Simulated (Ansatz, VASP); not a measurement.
# Cross-check of SnO2 (Cassiterite) between VASP and Ansatz, part 3 of 3

One calculation is typed for both programs; each brings its own data sets and cutoff. How far apart do they land?

VASP 6.6.1 and Ansatz 0.2.0.

So far. Step 7 (VASP: band structure, r2SCAN): The run ends at a pressure of 3.49 GPa, with forces up to 0.082 eV/Å. Step 10 (VASP: band structure, r2SCAN, spin-orbit coupling): The run ends at a pressure of 3.42 GPa, with forces up to 0.081 eV/Å.

**11. Ansatz: band structure, r2SCAN, spin-orbit coupling**

Level of this step: Ansatz beside VASP: Kohn-Sham DFT, plane waves, r2SCAN, spin-orbit coupling (Ansatz).

The same cell, functional, mesh and smearing now go to Ansatz, which takes its cutoff from its data sets.

Input file input.yaml:

```yaml
crystal:
  lattice:
    - [4.738, 0.0, 0.0]
    - [0.0, 4.738, 0.0]
    - [0.0, 0.0, 3.1865]
  atoms:
    - { symbol: Sn, position: [0.5, 0.5, 0.5] }
    - { symbol: Sn, position: [0.0, 0.0, 0.0] }
    - { symbol: O, position: [0.8059385347, 0.1940614653, 0.5] }
    - { symbol: O, position: [0.6940614653, 0.6940614653, 0.0] }
    - { symbol: O, position: [0.1940614653, 0.8059385347, 0.5] }
    - { symbol: O, position: [0.3059385347, 0.3059385347, 0.0] }
hamiltonian:
  xc: r2scan
  pseudopotentials: { kind: paw_fr }
magnetization:
  noncollinear: true
  spin_orbit: true
kpoints:
  mp_grid: { grid: [6, 6, 6] }
  band_path:
    path:
      - [0.0, 0.0, 0.0]
      - [0.0, 0.14286, 0.0]
      - [0.0, 0.28571, 0.0]
      - [0.0, 0.5, 0.0]
      - [0.07143, 0.5, 0.0]
      - [0.28571, 0.5, 0.0]
      - [0.42857, 0.5, 0.0]
      - [0.42857, 0.42857, 0.0]
      - [0.28571, 0.28571, 0.0]
      - [0.07143, 0.07143, 0.0]
      - [0.0, 0.0, 0.0]
      - [0.0, 0.0, 0.14286]
      - [0.0, 0.0, 0.35714]
      - [0.0, 0.0, 0.5]
      - [0.0, 0.14286, 0.5]
      - [0.0, 0.28571, 0.5]
      - [0.0, 0.5, 0.5]
      - [0.07143, 0.5, 0.5]
      - [0.28571, 0.5, 0.5]
      - [0.42857, 0.5, 0.5]
      - [0.5, 0.5, 0.5]
      - [0.28571, 0.28571, 0.5]
      - [0.14286, 0.14286, 0.5]
      - [0.0, 0.5, 0.0]
      - [0.0, 0.5, 0.14286]
      - [0.0, 0.5, 0.35714]
      - [0.0, 0.5, 0.5]
      - [0.5, 0.5, 0.14286]
      - [0.5, 0.5, 0.28571]
      - [0.5, 0.5, 0.5]
    npoints: 1
scf:
  occupations: { method: gaussian, width: 0.03 }
  n_extra_bands: 18
output:
  forces: true
  stress: true
  eigenvalues: true
```

Started as:

```console
> ansatz run input.yaml --threads 4 --pin off --max-ram 9216MiB --backend cpu --events-out ev --progress --plain --runs-dir out
```

Numbers of over 12 decimals in the logs are rounded to 6 here.

Log:

```text
[...]
non-collinear run that drives no moment, with spin-orbit: no starting moment large enough to seed its density (crystal.atoms[].spin), no starting occupations that ask for one, no magnetisation constraint and no magnetic field, so the semilocal B_xc is pinned to zero
Crystal: 6 atoms, lattice volume = 71.533 Å³
[...]
k-point 1: bands = [... 48 lower, 8.3301, 8.3301, 8.8453, 8.8453, 12.4808, 12.4808, 16.5720, 16.5720, ... 14 higher]
  k-point 2: bands = [... 48 lower, 8.0788, 8.0788, 8.2114, 8.2114, 14.6175, 14.6175, 16.9018, 16.9018, ... 14 higher]
  k-point 39: bands = [... 48 lower, 8.2173, 8.2173, 8.2173, 8.2173, 14.7466, 14.7466, 14.7466, 14.7466, ... 14 higher]
[key lines of the parts left out:]
SCF converged after 8 iterations
Magnetization: |M| = 0.0000 μB,  M = (+0.0000, +0.0000, +0.0000) μB
Free energy (F): -14331.846928 eV
Fermi energy:    10.051730 eV
P = ⅓ Tr σ = 3.0162 GPa (30.162 kbar)
```

Elapsed: 23 s, on 4 threads of Intel Xeon at 2.60GHz (Ice Lake), shared host; peak memory 1.1 GiB; 86 s of CPU time.

**12. Differences**

What differs besides the data sets and the points named for the pairs above, as far as they apply: spin-orbit coupling enters by fully relativistic files in Ansatz and inside the spheres in VASP. Total energies have different zeros and are not compared.

The two programs side by side:

| quantity | Ansatz | VASP | difference |
| --- | --- | --- | --- |
| pressure (GPa) | 3.02 | 3.42 | -0.41 |
| gap over the path points (eV) | 1.940 | 1.964 | -0.024 |

Forces (eV/Å; atoms numbered as in POSCAR):

```csv
atom,"Ansatz x, y, z","VASP x, y, z"
Sn1,"0.000, 0.000, 0.000","0.000, 0.000, 0.000"
Sn2,"0.000, 0.000, 0.000","0.000, 0.000, 0.000"
O3,"-0.037, 0.037, 0.000","-0.057, 0.057, 0.000"
O4,"0.037, 0.037, 0.000","0.057, 0.057, 0.000"
O5,"0.037, -0.037, 0.000","0.057, -0.057, 0.000"
O6,"-0.037, -0.037, 0.000","-0.057, -0.057, 0.000"
```

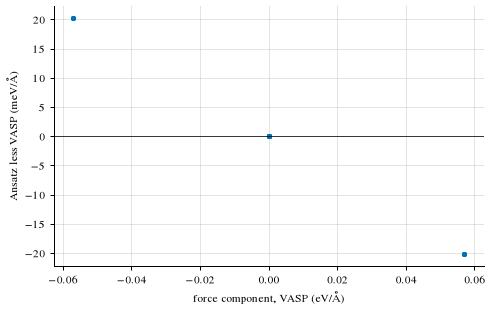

Difference of the force components against their size.

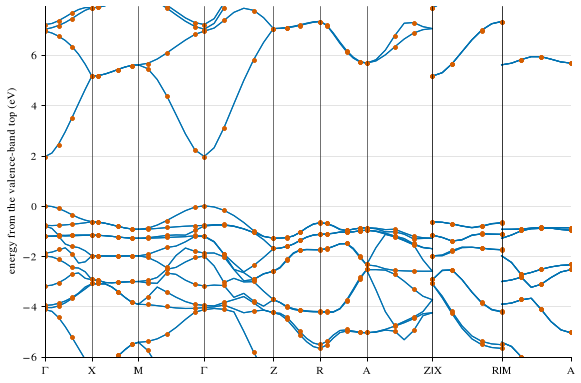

Bands from VASP (lines) and levels from Ansatz (dots). Dots without a line are higher empty bands that the VASP plot leaves out.

Levels at points of the path, from each program's valence-band top (eV; 8 filled, then empty):

```csv
k (reciprocal lattice),Ansatz,VASP
0.000 0.000 0.000,-1.19 -1.19 -0.79 -0.79 -0.77 -0.77 0.00 0.00 1.94 1.94 6.96 6.96 7.01 7.01,-1.20 -1.20 -0.80 -0.80 -0.78 -0.78 0.00 0.00 1.96 1.96 6.95 6.95 7.03 7.03
0.000 0.143 0.000,-1.17 -1.17 -1.16 -1.16 -0.76 -0.76 -0.10 -0.10 2.44 2.44 6.75 6.75 7.17 7.17,-1.19 -1.19 -1.17 -1.17 -0.77 -0.77 -0.10 -0.10 2.46 2.46 6.75 6.75 7.17 7.17
0.000 0.286 0.000,-1.17 -1.17 -1.15 -1.15 -0.72 -0.72 -0.35 -0.35 3.48 3.48 6.33 6.33 7.44 7.44,-1.19 -1.19 -1.17 -1.17 -0.73 -0.73 -0.35 -0.35 3.50 3.50 6.34 6.34 7.45 7.45
0.000 0.500 0.000,-1.15 -1.15 -1.15 -1.15 -0.62 -0.62 -0.62 -0.62 5.15 5.15 5.15 5.15 7.87 7.87,-1.17 -1.17 -1.17 -1.17 -0.63 -0.63 -0.63 -0.63 5.16 5.16 5.16 5.16 7.88 7.88
0.071 0.500 0.000,-1.15 -1.15 -1.15 -1.15 -0.64 -0.64 -0.64 -0.64 5.17 5.17 5.17 5.17 7.89 7.89,-1.17 -1.17 -1.17 -1.17 -0.65 -0.65 -0.65 -0.65 5.18 5.18 5.18 5.18 7.90 7.90
0.286 0.500 0.000,-1.22 -1.22 -1.22 -1.22 -0.82 -0.82 -0.82 -0.82 5.42 5.42 5.42 5.42 8.14 8.14,-1.24 -1.24 -1.24 -1.24 -0.82 -0.82 -0.82 -0.82 5.43 5.43 5.43 5.43 8.15 8.15
0.429 0.500 0.000,-1.27 -1.27 -1.27 -1.27 -0.92 -0.92 -0.92 -0.92 5.58 5.58 5.58 5.58 8.28 8.28,-1.28 -1.28 -1.28 -1.28 -0.92 -0.92 -0.92 -0.92 5.59 5.59 5.59 5.59 8.29 8.29
0.429 0.429 0.000,-1.27 -1.27 -1.25 -1.25 -0.92 -0.92 -0.89 -0.89 5.45 5.45 5.66 5.66 8.25 8.25,-1.29 -1.29 -1.27 -1.27 -0.93 -0.93 -0.89 -0.89 5.46 5.46 5.67 5.67 8.26 8.26
0.286 0.286 0.000,-1.24 -1.24 -1.16 -1.16 -0.86 -0.86 -0.58 -0.58 4.37 4.37 6.07 6.07 7.87 7.87,-1.26 -1.26 -1.18 -1.18 -0.87 -0.87 -0.59 -0.59 4.39 4.39 6.08 6.08 7.87 7.87
0.071 0.071 0.000,-1.17 -1.17 -0.98 -0.98 -0.78 -0.78 -0.05 -0.05 2.21 2.21 6.82 6.82 7.13 7.13,-1.19 -1.19 -0.99 -0.99 -0.79 -0.79 -0.05 -0.05 2.23 2.23 6.82 6.82 7.14 7.14
```

The forces differ by 13 meV/Å r.m.s., which is 35.5 % of the r.m.s. force of 0.04 eV/Å (both taken over all components). Among the levels compared (up to four filled and three empty ones at each point), filled levels agree within 18 meV and empty ones within 26 meV. Ansatz's pressure holds a Pulay correction of 0.08 GPa; VASP's holds none.

**13. Looking for the cause**

The difference is large enough to ask for its cause, so further runs change the set-up of one program at a time, as the table lists.

```csv
run,r.m.s. force difference (meV/Å)
as above,13
"cores kept as stored, as VASP does",13
Ansatz's larger PAW set (cutoff 900 eV),14
norm-conserving potentials (cutoff 1250 eV),21
```

**14. What came out**

* difference in gap over the path points (band structure, PBE): 0.0085 eV
* r.m.s. force difference (band structure, PBE): 7.7 meV/Å
* r.m.s. force difference (band structure, r2SCAN): 13 meV/Å
* r.m.s. force difference (band structure, r2SCAN, spin-orbit coupling): 13 meV/Å

**Reading.** The r.m.s. force difference is 13 meV/Å (band structure, r2SCAN, spin-orbit coupling), beyond the 12 meV/Å picked in this series as the mark of a large difference. For band structure, PBE: no further run halves the difference in gap over the path points; only Ansatz's side was varied. The all-electron run, which needs no data set, lies 0.012 eV from VASP and 0.0037 eV from Ansatz's PAW result, so it sides with Ansatz. For band structure, r2SCAN: no further run halves the r.m.s. force difference; only Ansatz's side was varied, and Ansatz's runs with other potentials lie closer to each other than to VASP, which for this quantity points to VASP's side; this was not tested here. The all-electron run, which needs no data set, lies 14 meV/Å from VASP, against 13 for Ansatz's PAW result. For band structure, r2SCAN, spin-orbit coupling: no further run halves the r.m.s. force difference; only Ansatz's side was varied. 1 further run on this material is not shown. How closely two codes agree says nothing of how well the functional describes the real material.

[Lines on the potential files, build, host, timing and source positions are cut from VASP's logs without a mark.]

[Logs are printed without paths, hosts, clocks, repeated set-up lines and the standing remarks that a program may print on its own settings, such as how far it seeks lower states.]

[Hosts, paths, dates, database ids (printed as entryN), source tags and the programs' standing remarks are cut or masked in the printed files.]
